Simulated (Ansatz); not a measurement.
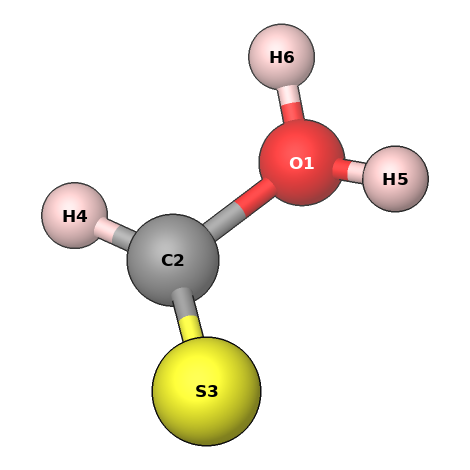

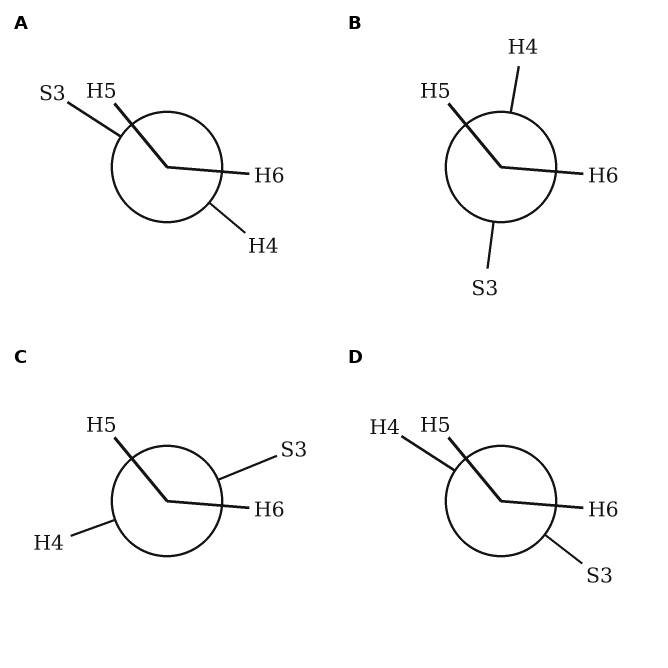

Distant atoms are faded towards the background colour. Bonds that would overlap in a projection are set slightly apart. Charge +1, singlet. The computed structure is the end point of a PBE0-D4/def2-TZVP optimisation. No frequency run is at hand to confirm it as a minimum.

Q: Which Newman projection shows the view along O1–C2, with O1 in front?

A: A. The torsion angle H5–O1–C2–S3 is −13°, synperiplanar (eclipsed).
